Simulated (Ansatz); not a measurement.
Geometry relaxation, with input and output: Ir16B (part 2 of 2)

The same run, continued: Ir16B (slab, 17 atoms in the cell); DFT PBEsol, scalar-relativistic, plane waves, PAW, PAW set soft_1, no spin polarisation (Ansatz 0.2.0); cutoff 420 eV, 2×3×1 k-mesh, Fermi–Dirac smearing of 0.1 eV. The input holds or restrains some coordinates. Forces given for the steps count only the free coordinates. It belongs to a series of runs on one base structure; here: start relaxed.

Geometry of the input (Å; fractional positions):
```
7.6800  0.0000  0.0000
0.0000  5.4306  0.0000
0.0000  0.0000  15.0729
Ir 0.2500  0.2500  0.0663
Ir 0.7500  0.2500  0.0663
Ir 0.2500  0.7500  0.0663
Ir 0.7500  0.7500  0.0663
Ir 0.0000  0.0000  0.1564
Ir 0.5000  0.0000  0.1564
Ir 0.0000  0.5000  0.1564
Ir 0.5000  0.5000  0.1564
Ir 0.2500  0.2500  0.2465
Ir 0.7500  0.2500  0.2465
Ir 0.2500  0.7500  0.2465
Ir 0.7500  0.7500  0.2465
Ir 0.0000  0.0000  0.3366
Ir 0.5000  0.0000  0.3366
Ir 0.0000  0.5000  0.3366
Ir 0.5000  0.5000  0.3366
B  0.8216  0.3139  0.4394
```

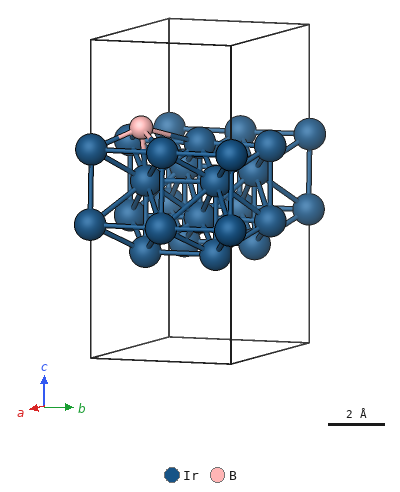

Fig. 1: The geometry at step 8 of the log (ball-and-stick view of the cell of the calculation, with the vacuum cut short, seen slightly off an axis).

### Output, continued
```
--- Relaxed structure (14 steps of the walk, 13 accepted, 0 SCFs on fresh bases) ---
  F+E_penalty+E_count = -188942.21809363 eV   max|allowed force component| = 7.598e-2 eV/Å
  atoms:
    - { symbol: Ir, position: [0.24999999999999994, 0.24999999999999994, 0.06634409999999999] }
    - { symbol: Ir, position: [0.7499999999999999, 0.24999999999999994, 0.06634409999999999] }
    - { symbol: Ir, position: [0.24999999999999994, 0.7499999999999999, 0.06634409999999999] }
    - { symbol: Ir, position: [0.7499999999999999, 0.7499999999999999, 0.06634409999999999] }
    - { symbol: Ir, position: [0.01096269800770697, 0.0006249537302750962, 0.14491164099412138] }
    - { symbol: Ir, position: [0.4901234616855049, 0.00023065611814718698, 0.14348591864020502] }
    - { symbol: Ir, position: [0.01045859646404522, 0.49959470196884653, 0.14406159591518616] }
    - { symbol: Ir, position: [0.4893104688652039, 0.4993821327894714, 0.1446056477157372] }
    - { symbol: Ir, position: [0.2495256831928072, 0.2501380806404888, 0.2766401775592049] }
    - { symbol: Ir, position: [0.7496455101292531, 0.24983439441948144, 0.22944078398513387] }
    - { symbol: Ir, position: [0.2495594979881934, 0.7504553521879621, 0.2473727823666954] }
    - { symbol: Ir, position: [0.7495433323446388, 0.7501289703572944, 0.2343520542897633] }
    - { symbol: Ir, position: [-0.024812973118770808, 0.005147100379180732, 0.3252455194451884] }
    - { symbol: Ir, position: [0.5235660412077361, 0.004529782824541123, 0.3245740525923078] }
    - { symbol: Ir, position: [-0.024120309421220038, 0.4960257824245621, 0.32515079359923116] }
    - { symbol: Ir, position: [0.5240275867288552, 0.4947547123566659, 0.32512886137342434] }
    - { symbol: B, position: [0.7505097036884076, 0.25179733794667003, 0.36755324999140304] }
```

### Trajectory as extended XYZ (Å, eV, eV/Å), 14 frames, from step=1 to step=14
```
17
Lattice="7.6800 0.0000 0.0000 0.0000 5.4306 0.0000 0.0000 0.0000 15.0729" Properties=species:S:1:pos:R:3:forces:R:3 step=1 energy=-188938.87945
Ir    1.9200    1.3576    1.0000   -0.0382  -0.0078   1.7131
Ir    5.7600    1.3576    1.0000   -0.0670  -0.0196   1.5566
Ir    1.9200    4.0729    1.0000    0.0221  -0.0131   1.6434
Ir    5.7600    4.0729    1.0000    0.0444  -0.0461   1.6156
Ir    0.0000    0.0000    2.3576    0.0367  -0.0408  -0.4659
Ir    3.8400    0.0000    2.3576    0.0700   0.0190  -0.4223
Ir    0.0000    2.7153    2.3576    0.0507   0.0738  -0.6212
Ir    3.8400    2.7153    2.3576    0.0323   0.0377  -0.3644
Ir    1.9200    1.3576    3.7153   -0.0154  -0.0003   0.3110
Ir    5.7600    1.3576    3.7153   -0.0527   0.0256   0.6235
Ir    1.9200    4.0729    3.7153    0.2363   0.1664  -0.0054
Ir    5.7600    4.0729    3.7153    0.0082   0.0487   0.2059
Ir    0.0000    0.0000    5.0729   -0.6917   0.4194  -0.5650
Ir    3.8400    0.0000    5.0729    0.1450   0.1445  -1.3813
Ir    0.0000    2.7153    5.0729   -1.4975  -0.7514   0.6608
Ir    3.8400    2.7153    5.0729    0.4550  -0.2631  -1.1269
B     6.3098    1.7049    6.6229    1.2621   0.2071  -3.3802
17
Lattice="7.6800 0.0000 0.0000 0.0000 5.4306 0.0000 0.0000 0.0000 15.0729" Properties=species:S:1:pos:R:3:forces:R:3 step=2 energy=-188939.88299
Ir    1.9200    1.3576    1.0000   -0.0283   0.0089   1.6046
Ir    5.7600    1.3576    1.0000   -0.0877  -0.0116   1.4392
Ir    1.9200    4.0729    1.0000    0.0239  -0.0241   1.5216
Ir    5.7600    4.0729    1.0000    0.0644  -0.0541   1.4873
Ir    0.0009   -0.0004    2.3321    0.1091  -0.0685  -0.4566
Ir    3.8434    0.0023    2.3303   -0.0250   0.0286  -0.5834
Ir    0.0015    2.7183    2.3279    0.1066   0.1124  -0.5574
Ir    3.8418    2.7168    2.3344   -0.0725   0.0445  -0.5237
Ir    1.9146    1.3604    3.7234   -0.0655   0.0203   0.1850
Ir    5.7582    1.3592    3.7300   -0.0187   0.0269   0.3150
Ir    1.9249    4.0790    3.7106    0.1242   0.1205  -0.0849
Ir    5.7613    4.0753    3.7139    0.0310   0.0190  -0.0914
Ir   -0.0347    0.0141    5.0363   -0.5024   0.2535  -0.2108
Ir    3.8480    0.0049    4.9951   -0.0091   0.0338  -0.7241
Ir   -0.0491    2.7023    5.0670   -0.9899  -0.3451   0.4439
Ir    3.8640    2.7043    5.0086    0.1773  -0.1340  -0.6557
B     6.3551    1.6957    6.4338    1.1624  -0.0310  -3.1076
17
Lattice="7.6800 0.0000 0.0000 0.0000 5.4306 0.0000 0.0000 0.0000 15.0729" Properties=species:S:1:pos:R:3:forces:R:3 step=3 energy=-188940.58170
Ir    1.9200    1.3576    1.0000   -0.0242   0.0146   1.4689
Ir    5.7600    1.3576    1.0000   -0.0989  -0.0031   1.3633
Ir    1.9200    4.0729    1.0000   -0.0042  -0.0125   1.3717
Ir    5.7600    4.0729    1.0000    0.0865  -0.0440   1.3593
Ir    0.0071   -0.0028    2.3074    0.0868  -0.0923  -0.3404
Ir    3.8407    0.0049    2.2967   -0.0077   0.0425  -0.5106
Ir    0.0077    2.7239    2.2976    0.0720   0.1271  -0.4395
Ir    3.8363    2.7191    2.3031   -0.0684   0.0237  -0.4598
Ir    1.9084    1.3626    3.7313   -0.0631   0.0115   0.1378
Ir    5.7550    1.3606    3.7405   -0.0728  -0.0172   0.0991
Ir    1.9288    4.0856    3.7040    0.1088   0.1081  -0.1051
Ir    5.7607    4.0767    3.7031   -0.0082   0.0447  -0.2723
Ir   -0.0607    0.0247    5.0264   -0.3636   0.0893  -0.1538
Ir    3.8449    0.0053    4.9601   -0.0805  -0.0461  -0.5308
Ir   -0.0848    2.6993    5.0697    0.0561   0.6065  -0.4676
Ir    3.8692    2.6986    4.9746   -0.0178  -0.0079  -0.5479
B     6.4191    1.6778    6.2477    0.3988  -0.8448  -1.9704
17
Lattice="7.6800 0.0000 0.0000 0.0000 5.4306 0.0000 0.0000 0.0000 15.0729" Properties=species:S:1:pos:R:3:forces:R:3 step=4 energy=-188941.16487
Ir    1.9200    1.3576    1.0000   -0.0438   0.0301   1.2399
Ir    5.7600    1.3576    1.0000   -0.0856   0.0338   1.1314
Ir    1.9200    4.0729    1.0000   -0.0345   0.0288   1.1151
Ir    5.7600    4.0729    1.0000    0.1179  -0.0104   1.0507
Ir    0.0134   -0.0067    2.2798    0.0208  -0.0731  -0.2851
Ir    3.8389    0.0095    2.2540    0.0165   0.0490  -0.4174
Ir    0.0135    2.7324    2.2592    0.0368   0.1007  -0.3629
Ir    3.8301    2.7210    2.2631   -0.0003  -0.0191  -0.3884
Ir    1.9029    1.3650    3.7318   -0.0552   0.0396   0.1044
Ir    5.7501    1.3637    3.7352   -0.0401   0.0342   0.1880
Ir    1.9368    4.0965    3.6855    0.0976   0.0035  -0.0762
Ir    5.7563    4.0826    3.6708   -0.0431   0.0729  -0.2373
Ir   -0.0821    0.0345    5.0047   -0.2090   0.0651  -0.0802
Ir    3.8376    0.0026    4.9186   -0.0606  -0.0433  -0.3907
Ir   -0.0769    2.7417    5.0183    0.3216   0.6983  -0.7287
Ir    3.8629    2.7008    4.9284   -0.1173   0.0680  -0.3851
B     6.4527    1.5925    6.0743    0.0774  -1.0782  -1.4772
17
Lattice="7.6800 0.0000 0.0000 0.0000 5.4306 0.0000 0.0000 0.0000 15.0729" Properties=species:S:1:pos:R:3:forces:R:3 step=5 energy=-188941.61438
Ir    1.9200    1.3576    1.0000   -0.0682   0.0454   1.0327
Ir    5.7600    1.3576    1.0000   -0.0443   0.0667   0.8950
Ir    1.9200    4.0729    1.0000   -0.0381   0.0719   0.9083
Ir    5.7600    4.0729    1.0000    0.1370   0.0149   0.7480
Ir    0.0150   -0.0112    2.2542   -0.0052  -0.0170  -0.2393
Ir    3.8401    0.0142    2.2153    0.0033   0.0462  -0.3574
Ir    0.0163    2.7403    2.2218    0.0071   0.0302  -0.3433
Ir    3.8305    2.7191    2.2267    0.0567  -0.0482  -0.2941
Ir    1.8982    1.3671    3.7344   -0.0420   0.0598   0.0266
Ir    5.7466    1.3701    3.7469   -0.0736   0.0887   0.1705
Ir    1.9467    4.0991    3.6703    0.0728  -0.0619  -0.0785
Ir    5.7500    4.0919    3.6448   -0.0777   0.0429  -0.1457
Ir   -0.0923    0.0388    4.9895    0.2717  -0.2801  -0.3651
Ir    3.8306    0.0010    4.8832   -0.0379  -0.0109  -0.2981
Ir   -0.0566    2.7879    4.9516    0.1457   0.2484  -0.4252
Ir    3.8488    2.7092    4.8934   -0.1518   0.1073  -0.2450
B     6.4654    1.4870    5.9120   -0.1565  -0.4048  -0.9894
17
Lattice="7.6800 0.0000 0.0000 0.0000 5.4306 0.0000 0.0000 0.0000 15.0729" Properties=species:S:1:pos:R:3:forces:R:3 step=6 energy=-188941.91666
Ir    1.9200    1.3576    1.0000   -0.1111   0.0481   0.6042
Ir    5.7600    1.3576    1.0000    0.0559   0.0644   0.4457
Ir    1.9200    4.0729    1.0000   -0.0019   0.0665   0.4554
Ir    5.7600    4.0729    1.0000    0.1334   0.0393   0.2303
Ir    0.0135   -0.0151    2.2042   -0.0232   0.0479  -0.2145
Ir    3.8405    0.0176    2.1546    0.0284   0.0205  -0.2630
Ir    0.0145    2.7426    2.1598   -0.0487  -0.0585  -0.2794
Ir    3.8388    2.7121    2.1759    0.0688  -0.0351  -0.1572
Ir    1.8979    1.3711    3.7098   -0.0418   0.0213  -0.0067
Ir    5.7349    1.3756    3.7451   -0.1241   0.0187  -0.0661
Ir    1.9596    4.0883    3.6322    0.0438  -0.0019   0.0132
Ir    5.7372    4.0961    3.6107   -0.0732  -0.0422   0.1542
Ir   -0.0492    0.0014    4.9063    0.2388  -0.1228  -0.2808
Ir    3.8183    0.0031    4.8291   -0.0032   0.0129  -0.1104
Ir   -0.0372    2.7986    4.8653    0.0580  -0.1494  -0.0587
Ir    3.8204    2.7265    4.8518    0.0023   0.0316  -0.1722
B     6.4398    1.4089    5.7353   -0.2034   0.0379  -0.2947
17
Lattice="7.6800 0.0000 0.0000 0.0000 5.4306 0.0000 0.0000 0.0000 15.0729" Properties=species:S:1:pos:R:3:forces:R:3 step=7 energy=-188942.01973
Ir    1.9200    1.3576    1.0000   -0.0772   0.0028   0.4347
Ir    5.7600    1.3576    1.0000    0.1432   0.0273  -0.2641
Ir    1.9200    4.0729    1.0000   -0.0511   0.0225   0.0555
Ir    5.7600    4.0729    1.0000    0.0751   0.0098   0.1190
Ir    0.0142   -0.0119    2.1390   -0.0707  -0.0364  -0.0948
Ir    3.8417    0.0060    2.1005   -0.1527   0.0258  -0.1442
Ir    0.0153    2.7356    2.1020   -0.0855  -0.0743  -0.0579
Ir    3.8422    2.7107    2.1263   -0.1873  -0.0496  -0.1374
Ir    1.8534    1.3564    3.7073    0.0710   0.0148   0.1514
Ir    5.6622    1.3522    3.6535    0.1410   0.0250  -0.0583
Ir    1.9239    4.0693    3.6229    0.1678   0.0109   0.0704
Ir    5.6965    4.0705    3.6327    0.0642   0.0237   0.1550
Ir   -0.0808   -0.0236    4.8358    0.0300   0.0002  -0.0599
Ir    3.7864   -0.0088    4.7983    0.0030   0.0141  -0.0124
Ir   -0.0809    2.7456    4.8290    0.0277  -0.0376  -0.1236
Ir    3.7896    2.7120    4.8123    0.0111   0.0051  -0.0433
B     6.2928    1.3625    5.6079   -0.1096   0.0157   0.0109
17
Lattice="7.6800 0.0000 0.0000 0.0000 5.4306 0.0000 0.0000 0.0000 15.0729" Properties=species:S:1:pos:R:3:forces:R:3 step=8 energy=-188942.05110
Ir    1.9200    1.3576    1.0000   -0.1205  -0.0108   0.5231
Ir    5.7600    1.3576    1.0000    0.2027   0.0075  -1.0090
Ir    1.9200    4.0729    1.0000   -0.1573  -0.0025   0.0255
Ir    5.7600    4.0729    1.0000    0.0631  -0.0068   0.2350
Ir    0.0197   -0.0157    2.1227    0.0824   0.0246   0.0119
Ir    3.8296    0.0055    2.0762   -0.1168  -0.0118   0.0092
Ir    0.0177    2.7264    2.0899    0.0797  -0.0091   0.0380
Ir    3.8268    2.7089    2.1012   -0.1262   0.0111   0.0114
Ir    1.8655    1.3596    3.7657    0.0406  -0.0156   0.1663
Ir    5.6802    1.3574    3.5699   -0.0668  -0.0152   0.1418
Ir    1.9446    4.0729    3.6515    0.0828   0.0053   0.0261
Ir    5.7094    4.0748    3.6503    0.0136   0.0013  -0.0993
Ir   -0.0983   -0.0147    4.8339    0.0621   0.0779  -0.0843
Ir    3.8315    0.0036    4.8023    0.0003   0.0757  -0.0659
Ir   -0.0974    2.7351    4.8226    0.0832  -0.0686  -0.0654
Ir    3.8352    2.7088    4.8104    0.0133  -0.0693  -0.0459
B     6.1832    1.3644    5.5420   -0.1364   0.0064   0.1816
17
Lattice="7.6800 0.0000 0.0000 0.0000 5.4306 0.0000 0.0000 0.0000 15.0729" Properties=species:S:1:pos:R:3:forces:R:3 step=9 energy=-188942.06908
Ir    1.9200    1.3576    1.0000   -0.1632  -0.0136   0.4711
Ir    5.7600    1.3576    1.0000    0.2481   0.0029  -1.2308
Ir    1.9200    4.0729    1.0000   -0.2247  -0.0140  -0.0135
Ir    5.7600    4.0729    1.0000    0.0907  -0.0141   0.2741
Ir    0.0334   -0.0129    2.1192    0.0335   0.0111   0.0128
Ir    3.8147    0.0052    2.0676    0.0176  -0.0202   0.0621
Ir    0.0289    2.7222    2.0937    0.0425   0.0208   0.0392
Ir    3.8097    2.7074    2.0943    0.0173   0.0290   0.0544
Ir    1.8826    1.3587    3.8204   -0.0298  -0.0050   0.1207
Ir    5.6854    1.3567    3.5435    0.0253  -0.0039   0.1114
Ir    1.9654    4.0732    3.6717   -0.0996  -0.0124   0.0161
Ir    5.7231    4.0732    3.6354    0.0479  -0.0085  -0.2068
Ir   -0.1082   -0.0048    4.8228    0.0506   0.0548   0.0553
Ir    3.8652    0.0077    4.7984   -0.0061   0.0694   0.1099
Ir   -0.1047    2.7214    4.8188    0.0392  -0.0342   0.0129
Ir    3.8705    2.7038    4.8087   -0.0041  -0.0713   0.0907
B     6.1189    1.3633    5.5364   -0.0855   0.0092   0.0203
17
Lattice="7.6800 0.0000 0.0000 0.0000 5.4306 0.0000 0.0000 0.0000 15.0729" Properties=species:S:1:pos:R:3:forces:R:3 step=10 energy=-188942.10587
Ir    1.9200    1.3576    1.0000   -0.1978  -0.0124   0.3661
Ir    5.7600    1.3576    1.0000    0.2516  -0.0045  -1.6366
Ir    1.9200    4.0729    1.0000   -0.3038  -0.0340   0.1148
Ir    5.7600    4.0729    1.0000    0.0918  -0.0214   0.3392
Ir    0.0607   -0.0066    2.1234   -0.0263   0.0037   0.0868
Ir    3.7856    0.0040    2.0706    0.1604  -0.0372   0.2112
Ir    0.0517    2.7153    2.1101    0.0284   0.0404   0.0768
Ir    3.7767    2.7058    2.0983    0.1785   0.0530   0.1989
Ir    1.9076    1.3552    3.9719   -0.0580  -0.0005   0.0478
Ir    5.7007    1.3547    3.4898    0.0875  -0.0067   0.0181
Ir    1.9897    4.0713    3.7357   -0.3079  -0.0102  -0.1171
Ir    5.7520    4.0709    3.5941   -0.0310  -0.0159  -0.3615
Ir   -0.1423    0.0138    4.8357    0.0837  -0.0358   0.1324
Ir    3.9375    0.0152    4.8284    0.0642   0.0997   0.1719
Ir   -0.1371    2.6946    4.8330    0.0557   0.0757   0.1064
Ir    3.9461    2.6915    4.8348    0.0165  -0.1068   0.1767
B     5.9530    1.3596    5.5131   -0.0940   0.0127   0.0685
17
Lattice="7.6800 0.0000 0.0000 0.0000 5.4306 0.0000 0.0000 0.0000 15.0729" Properties=species:S:1:pos:R:3:forces:R:3 step=11 energy=-188942.14425
Ir    1.9200    1.3576    1.0000   -0.1437  -0.0045   0.2905
Ir    5.7600    1.3576    1.0000    0.1390  -0.0038  -1.8197
Ir    1.9200    4.0729    1.0000   -0.2136  -0.0395   0.3800
Ir    5.7600    4.0729    1.0000    0.0480  -0.0187   0.1782
Ir    0.0911    0.0019    2.1508   -0.0110  -0.0261   0.1353
Ir    3.7554    0.0032    2.1088    0.1964  -0.0842   0.2537
Ir    0.0807    2.7090    2.1499    0.0882   0.0644   0.0837
Ir    3.7421    2.7061    2.1369    0.2478   0.0955   0.2462
Ir    1.9365    1.3534    4.1565   -0.1380   0.0191   0.0442
Ir    5.7416    1.3548    3.4367    0.2047  -0.0095   0.0409
Ir    1.9991    4.0729    3.8009   -0.5654  -0.0201  -0.3068
Ir    5.7873    4.0691    3.5197   -0.2278  -0.0069   0.0062
Ir   -0.1849    0.0337    4.8787    0.1223  -0.1235   0.0660
Ir    4.0348    0.0292    4.8748   -0.0026  -0.1233   0.1550
Ir   -0.1779    2.6752    4.8785    0.0935   0.1545   0.0351
Ir    4.0440    2.6731    4.8833   -0.0737   0.1376   0.1289
B     5.7570    1.3628    5.5243    0.2353  -0.0110   0.0853
17
Lattice="7.6800 0.0000 0.0000 0.0000 5.4306 0.0000 0.0000 0.0000 15.0729" Properties=species:S:1:pos:R:3:forces:R:3 step=12 energy=-188942.20202
Ir    1.9200    1.3576    1.0000   -0.0732   0.0007   0.4561
Ir    5.7600    1.3576    1.0000    0.0811   0.0042  -1.6557
Ir    1.9200    4.0729    1.0000   -0.1060  -0.0170   0.3971
Ir    5.7600    4.0729    1.0000    0.0422  -0.0097   0.3489
Ir    0.0862    0.0022    2.1671   -0.0600  -0.0099   0.0898
Ir    3.7620    0.0005    2.1347    0.0909  -0.0039   0.1568
Ir    0.0802    2.7137    2.1598   -0.0298   0.0116   0.0750
Ir    3.7528    2.7107    2.1606    0.1023   0.0192   0.1346
Ir    1.9158    1.3564    4.1242    0.0237   0.0078   0.1535
Ir    5.7453    1.3561    3.4506    0.0719  -0.0050   0.1689
Ir    1.9408    4.0739    3.7543   -0.1229  -0.0071  -0.1531
Ir    5.7583    4.0708    3.5405   -0.0252  -0.0014  -0.1060
Ir   -0.1838    0.0264    4.8910    0.0013   0.0165   0.0229
Ir    4.0117    0.0271    4.8894    0.0194  -0.0282  -0.0196
Ir   -0.1784    2.6889    4.8899   -0.0154  -0.0029   0.0025
Ir    4.0192    2.6792    4.8978   -0.0055   0.0304  -0.0353
B     5.7769    1.3662    5.5376    0.0055  -0.0050  -0.0367
17
Lattice="7.6800 0.0000 0.0000 0.0000 5.4306 0.0000 0.0000 0.0000 15.0729" Properties=species:S:1:pos:R:3:forces:R:3 step=13 energy=-188942.16817 accepted=F
Ir    1.9200    1.3576    1.0000    0.0100  -0.0681   0.5223
Ir    5.7600    1.3576    1.0000   -0.0097  -0.1810  -1.5071
Ir    1.9200    4.0729    1.0000   -0.0158  -0.1009   0.4811
Ir    5.7600    4.0729    1.0000   -0.0246   0.0075   0.3887
Ir    0.1176    0.0018    2.2252   -0.2417  -0.1000  -0.0084
Ir    3.7211   -0.0014    2.2196    0.2757  -0.0821  -0.0133
Ir    0.0585    2.7097    2.1238    0.1298  -0.1090   0.0610
Ir    3.7766    2.7113    2.1361   -0.0962  -0.1315   0.0341
Ir    1.9153    1.2852    4.1767   -0.0008  -0.0796   0.1183
Ir    5.7542    1.2746    3.4538    0.0613   0.0359   0.0696
Ir    1.9168    3.9940    3.7450    0.0104   0.1725  -0.0807
Ir    5.7664    4.0041    3.5318   -0.0654   0.3835  -0.0261
Ir   -0.1987   -0.0416    4.9334   -0.0832   0.0305  -0.2021
Ir    4.0282   -0.0471    4.9250    0.1026   0.0444  -0.1754
Ir   -0.1826    2.6189    4.8865    0.0157   0.0624   0.1155
Ir    4.0215    2.6147    4.8779   -0.0642   0.0811   0.2107
B     5.7595    1.2902    5.5439   -0.0038   0.0345   0.0118
17
Lattice="7.6800 0.0000 0.0000 0.0000 5.4306 0.0000 0.0000 0.0000 15.0729" Properties=species:S:1:pos:R:3:forces:R:3 step=14 energy=-188942.21809
Ir    1.9200    1.3576    1.0000   -0.0075  -0.0020   0.5692
Ir    5.7600    1.3576    1.0000    0.0229   0.0103  -1.5714
Ir    1.9200    4.0729    1.0000   -0.0123  -0.0009   0.4897
Ir    5.7600    4.0729    1.0000    0.0228  -0.0085   0.3542
Ir    0.0842    0.0034    2.1842   -0.0060   0.0379  -0.0123
Ir    3.7641    0.0013    2.1628   -0.0315   0.0436   0.0083
Ir    0.0803    2.7131    2.1714   -0.0138  -0.0312   0.0027
Ir    3.7579    2.7119    2.1796   -0.0181  -0.0317  -0.0061
Ir    1.9164    1.3584    4.1698   -0.0012   0.0075   0.0430
Ir    5.7573    1.3567    3.4583    0.0202   0.0141  -0.0177
Ir    1.9166    4.0754    3.7286    0.0367  -0.0117  -0.0398
Ir    5.7565    4.0736    3.5324    0.0377  -0.0209  -0.0295
Ir   -0.1906    0.0280    4.9024    0.0167   0.0051   0.0446
Ir    4.0210    0.0246    4.8923   -0.0271  -0.0030   0.0760
Ir   -0.1852    2.6937    4.9010   -0.0169  -0.0107   0.0153
Ir    4.0245    2.6868    4.9006   -0.0058   0.0051   0.0314
B     5.7639    1.3674    5.5401   -0.0167  -0.0031   0.0426
```
